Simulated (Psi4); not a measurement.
**OMP2/def2-SVPD (density fitting for correlation) run of AlCl2F (SMILES [F][Al]([Cl])[Cl])**

What is the vertical electron affinity of AlCl2F at OMP2/def2-SVPD (density fitting for correlation)? 

Program for the calculation: Psi4 1.11.

1 further run of the same task is left out (set aside as unsound or not needed).

## Step 1: Starting point

AlCl2F: 4 atoms, total charge 0, spin state singlet. SMILES: `[F][Al]([Cl])[Cl]`. The shape is that of a PBE0-D4/def2-TZVP optimisation.

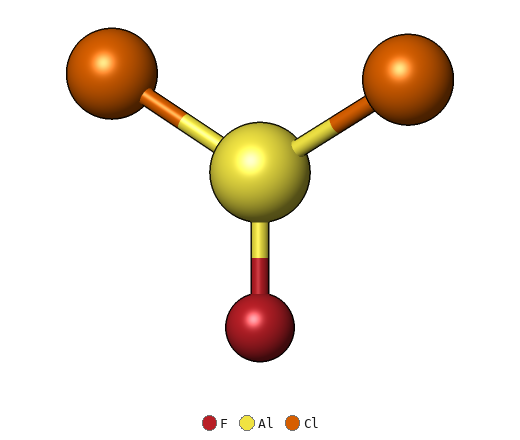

Viewed from a chosen angle; fluorine red, aluminium yellow, chlorine orange.

## Step 2: The energy at OMP2/def2-SVPD (density fitting for correlation)

input.in

```
memory 2.2 GB

molecule {
  0 1
  F      0.16519986     0.73362948     3.17918075
  Al     0.00907069     0.04068580     0.17687837
  Cl     2.31121064    -2.76597323    -1.25373880
  Cl    -2.48550008     1.99163905    -2.10233921
  units au
  symmetry c1
  no_reorient
  no_com
}

set basis def2-SVPD
set puream true
set e_convergence 1e-09
set d_convergence 1e-08
set scf_type pk
set num_frozen_docc 16

energy('omp2')
```

Launch:

```console
$ psi4 input.in input.out -n 1
```

input.out:

```text
[...]
  Running in c1 symmetry.
[...]
  Nuclear repulsion =  244.295361815582481
[...]
  Multiplicity = 1
[...]
  Nalpha       = 28
  Nbeta        = 28
[...]
    Number of basis functions: 101
[...]
   @RHF iter   1: -1260.09367796370816   -6.68051e-01   4.05743e-03 ADIIS/DIIS
[...]
   @RHF iter  10: -1260.16012939236543   -1.45519e-11   7.90246e-09 DIIS
[...]
    Orbital Energies [Eh]
    ---------------------
    Doubly Occupied:
       1A   -104.817881     2A   -104.817873     3A    -58.569701
       4A    -26.288145     5A    -10.580007     6A    -10.580003
       7A     -8.054367     8A     -8.054362     9A     -8.052418
      10A     -8.052417    11A     -8.052179    12A     -8.052170
      13A     -4.993699    14A     -3.314058    15A     -3.312754
      16A     -3.312363    17A     -1.549461    18A     -1.114199
      19A     -1.101629    20A     -0.713393    21A     -0.662555
      22A     -0.658794    23A     -0.592010    24A     -0.542696
      25A     -0.506190    26A     -0.505049    27A     -0.490417
      28A     -0.480683
[...]
  @RHF Final Energy: -1260.16012939236543
   => Energetics <=
    Nuclear Repulsion Energy =            244.2953618155824813
    One-Electron Energy =               -2233.2680348122394207
    Two-Electron Energy =                 728.8125436042914771
    Total Energy =                      -1260.1601293923654339
[...]
 Multipole Moments:
 ------------------------------------------------------------------------------------
     Multipole            Electronic (a.u.)      Nuclear  (a.u.)        Total (a.u.)
 ------------------------------------------------------------------------------------
 L = 1.  Multiply by 2.5417464519 to convert [e a0] to [Debye]
 Dipole X            :          1.3487193           -1.3582028           -0.0094835
 Dipole Y            :          5.9905890           -6.0321003           -0.0415114
 Dipole Z            :         25.9623212          -26.1412806           -0.1789594
 Magnitude           :                                                    0.1839554
[...]
	Warning: cc_lambda option is changed to TRUE
	For this residual convergence, default PCG convergence is:     1.00e-07
[...]
	DF-MP2 Total Energy (a.u.)         : -1260.70013878926898
[...]
	DF-MP2 Total Energy (a.u.)         : -1260.70581015620473
[...]
	DF-OMP2 Total Energy (a.u.)        : -1260.70581015620246
[...]
```

It took 34 s on 1 thread of Intel Xeon Platinum 8375C at 2.90GHz (Ice Lake), shared host; peak memory 0.38 GiB.

## Step 3: The doublet anion

alcl2f.xyz

```xyz
4
AlCl2F
F      0.087420     0.388220     1.682350
Al     0.004800     0.021530     0.093600
Cl     1.223040    -1.463690    -0.663450
Cl    -1.315270     1.053930    -1.112510
```

alcl2f_ase.py

```python
import numpy as np
from ase.calculators.psi4 import Psi4
from ase.io import read

a = read('alcl2f.xyz')
calc = Psi4(atoms=a, method='omp2', basis='def2-SVPD', memory='2200MB', num_threads=1, charge=-1, multiplicity=2, label='calc', reference='uhf')
calc.psi4.set_options({'puream': True, 'e_convergence': 1e-09, 'd_convergence': 1e-08, 'scf_type': 'pk', 'num_frozen_docc': 16, 'maxiter': 100})
a.calc = calc

print(f'energy: {a.get_potential_energy():.6f} eV')
```

Launch:

```console
$ python alcl2f_ase.py
```

calc.dat:

```text
[...]
  Running in c1 symmetry.
[...]
  Nuclear repulsion =  244.295361750994289
[...]
  Multiplicity = 2
[...]
  Nalpha       = 29
  Nbeta        = 28
[...]
    Number of basis functions: 101
[...]
   @UHF iter   1: -1260.04403787938668   -6.18410e-01   4.33556e-03 DIIS/ADIIS
[...]
   @UHF iter  14: -1260.13671176668618   -1.27329e-11   7.24348e-09 DIIS
[...]
   @S^2 Observed:                7.531720691E-01
[...]
    Orbital Energies [Eh]
    ---------------------
    Alpha Occupied:
       1A   -104.648900     2A   -104.648891     3A    -58.384248
       4A    -26.113810     5A    -10.412688     6A    -10.412685
       7A     -7.886807     8A     -7.886801     9A     -7.884265
      10A     -7.884255    11A     -7.884096    12A     -7.884094
      13A     -4.808804    14A     -3.127132    15A     -3.126857
      16A     -3.126417    17A     -1.378183    18A     -0.951557
      19A     -0.939633    20A     -0.543839    21A     -0.489885
      22A     -0.483356    23A     -0.429109    24A     -0.381538
      25A     -0.343072    26A     -0.341384    27A     -0.323652
      28A     -0.318943    29A      0.017806
    Alpha Virtual:
[...]
  @UHF Final Energy: -1260.13671176668618
   => Energetics <=
    Nuclear Repulsion Energy =            244.2953617509942887
    One-Electron Energy =               -2242.8286144582752968
    Two-Electron Energy =                 738.3965409405947184
    Total Energy =                      -1260.1367117666864033
  UHF NO Occupations:
  HONO-2 :   27  A 1.9998177
  HONO-1 :   28  A 1.9989576
[...]
 Multipole Moments:
 ------------------------------------------------------------------------------------
     Multipole            Electronic (a.u.)      Nuclear  (a.u.)        Total (a.u.)
 ------------------------------------------------------------------------------------
 L = 1.  Multiply by 2.5417464519 to convert [e a0] to [Debye]
 Dipole X            :          0.0213758           -0.0483080           -0.0269323
 Dipole Y            :          0.0873234           -0.2145795           -0.1272561
 Dipole Z            :          0.3687832           -0.9299528           -0.5611696
 Magnitude           :                                                    0.5760475
[...]
	Warning: cc_lambda option is changed to TRUE
	For this residual convergence, default PCG convergence is:     1.00e-07
[...]
	DF-SCS-MP2 Total Energy (a.u.)     : -1260.67061463468917
	DF-SOS-MP2 Total Energy (a.u.)     : -1260.65806199009785
[...]
	DF-SCS-OMP2 Total Energy (a.u.)    : -1260.67672346727477
	DF-SOS-OMP2 Total Energy (a.u.)    : -1260.62231315235817
	DF-SCS(N)-OMP2 Total Energy (a.u.) : -1260.41626082602579
[...]
	DF-OMP2 Total Energy (a.u.)        : -1260.70332096557490
[...]
```

On the terminal:

```text
energy: -34305.484729 eV
```

Run time: 74 s. Hardware: 1 thread of Intel Xeon Platinum 8375C at 2.90GHz (Ice Lake), shared host; peak memory 0.4 GiB.

## Step 4: Outcome

At OMP2/def2-SVPD (density fitting for correlation), 16 core orbitals frozen:

```
                                                                 quantity           value
                                             singlet AlCl2F: total energy  -1260.70581 Eh
                      singlet AlCl2F: HOMO energy (Hartree–Fock orbitals)       -13.08 eV
                      singlet AlCl2F: LUMO energy (Hartree–Fock orbitals)         0.76 eV
                    singlet AlCl2F: HOMO–LUMO gap (Hartree–Fock orbitals)        13.84 eV
             singlet AlCl2F: correlation energy (16 core orbitals frozen)      -545.7 mEh
                                              doublet anion: total energy  -1260.70332 Eh
doublet anion: HOMO energy (Hartree–Fock orbitals) (highest over α and β)         0.48 eV
 doublet anion: LUMO energy (Hartree–Fock orbitals) (lowest over α and β)         4.62 eV
              doublet anion: correlation energy (16 core orbitals frozen)      -566.6 mEh
                         doublet anion: ⟨S²⟩ of the reference determinant           0.753
                        vertical electron affinity (to the doublet anion)       -0.068 eV
```

What this shows: The anion lies 0.07 eV (6.5 kJ/mol) above the neutral: the electron isn't bound at this level, and such a value depends on the basis. The HOMO (doublet anion) lies at positive energy, 0.48 eV: the electron is unbound at this level or held by a compact basis; values depend on the basis.
